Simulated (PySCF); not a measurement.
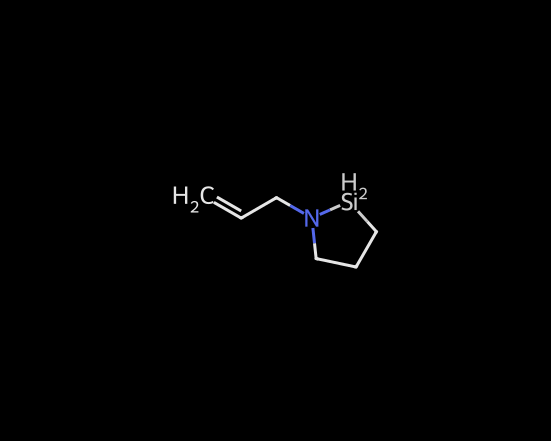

A structural formula.

**Give its SMILES.**

C=CCN1CCC[SiH2]1

**Give the formula, hydrogens included.**

C6H13NSi.

**An optimisation with PBE0-D3(BJ)/def2-SVP gave a structure of which point group?**

C1. Other conformers may differ.

More results for the same structure follow; atom numbers are the same in all pictures, views and colours differ. The geometry was computed by an optimisation with PBE0-D3(BJ)/def2-SVP. No frequency run is at hand to confirm it as a minimum.

## Levels of theory compared

No frequency run is at hand to confirm it as a minimum. Program: PySCF 2.14.0.

Compare HOMO–LUMO gap (eV), HOMO energy (eV), dipole (D) at these levels: B97-2/pcSseg-1; PBE0/pcSseg-1; PBE0/pcSseg-1 in chloroform (IEF-PCM); PBE0/pcSseg-1 in cyclohexane (IEF-PCM); ωB97X-D/def2-SVPD; ωB97X-D/def2-SVPD in chloroform (IEF-PCM).

| level | HOMO–LUMO gap (eV) | HOMO energy (eV) | dipole (D) |
| --- | --- | --- | --- |
| B97-2/pcSseg-1 | 6.14 | −5.97 | 0.71 |
| PBE0/pcSseg-1 | 6.42 | −6.21 | 0.73 |
| PBE0/pcSseg-1 in chloroform (IEF-PCM) | 6.41 | −6.16 | 0.87 |
| PBE0/pcSseg-1 in cyclohexane (IEF-PCM) | 6.42 | −6.17 | 0.80 |
| ωB97X-D/def2-SVPD | 9.97 | −8.07 | 0.73 |
| ωB97X-D/def2-SVPD in chloroform (IEF-PCM) | 9.96 | −8.01 | 0.90 |

## Core levels

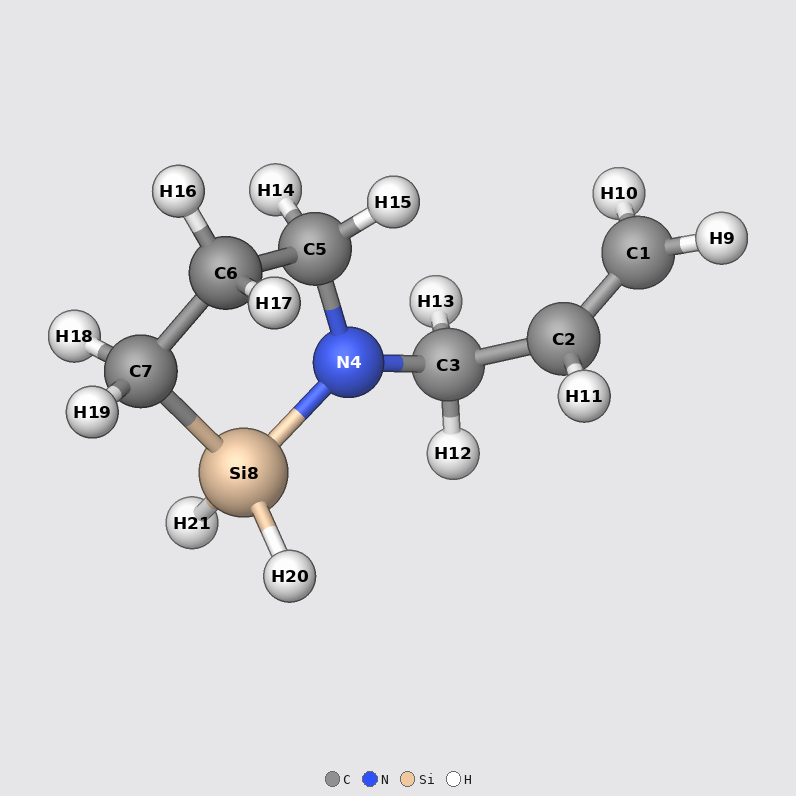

No frequency run is at hand to confirm it as a minimum. Properties computed with delta-SCF UKS SCAN, pcX-2 on the ionised atom, pcseg-1 elsewhere, spin-free X2C (PySCF 2.14.0).

Give the core-electron binding energies (to vacuum; p and d levels without spin–orbit splitting) of C1 1s, C2 1s, C3 1s, N4 1s, C5 1s, C6 1s, C7 1s, Si8 1s, Si8 2p.

```tsv
atom	level	binding energy (eV)
C1	1s	290.0
C2	1s	290.3
C3	1s	291.4
N4	1s	403.8
C5	1s	291.1
C6	1s	290.5
C7	1s	290.0
Si8	1s	1846.2
Si8	2p	106.6
```

## Charges

The questions are on ESP-fitted charges. No frequency run is at hand to confirm it as a minimum. Level of theory: PBE0/pcSseg-1, gas phase (PySCF 2.14.0).

Give the ESP-fitted charges atom by atom.

```
atom  value (e)
  C1      −0.50
  C2       0.01
  C3      −0.29
  N4      −0.22
  C5      −0.02
  C6      −0.11
  C7      −0.30
 Si8       0.49
  H9       0.19
 H10       0.20
 H11       0.11
 H12       0.16
 H13       0.13
 H14       0.06
 H15       0.06
 H16       0.06
 H17       0.06
 H18       0.09
 H19       0.09
 H20      −0.13
 H21      −0.14
```
